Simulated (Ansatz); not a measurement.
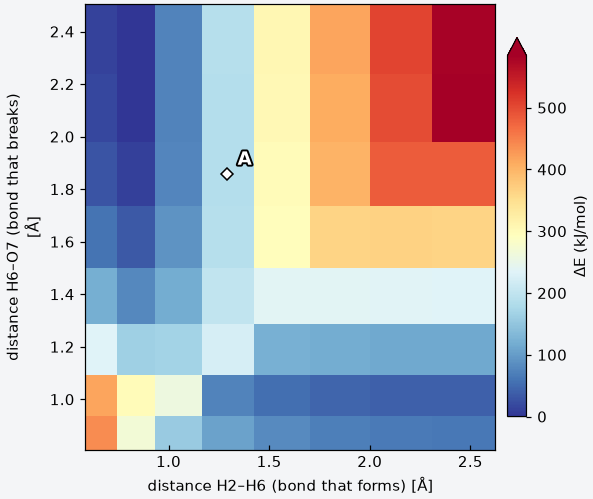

The reacting system H6OSi (fragments H₄Si + H₂O where the first distance is long, H₄OSi + H₂ where the second is long). 
- The first coordinate is: distance H2–H6 (bond that forms); the second: distance H6–O7 (bond that breaks).
- Relaxed at each point: all other coordinates.
- The grid has 8 × 8 points.
- Points are written as (first, second).
- Energies are in kJ/mol, from the lowest grid point.
- Energies and slopes of some neighbouring points disagree (a jump in structure or state, or too coarse a mesh). The reference is spin-restricted, so regions where a bond is pulled apart into radicals lie too high.
- Computed with Ansatz 0.2.0, RKS wB97M-V/def2-SVP.

Drawn: one coloured cell a grid point, one colour for all values above the top of the scale, the point A.

Is A at rest? If not, where is it pushed?

A, at (1.290 Å, 1.858 Å), is not a stationary point. The computed force is 440 kJ/mol for each Å towards smaller values of the first coordinate and nearly zero along the second coordinate.
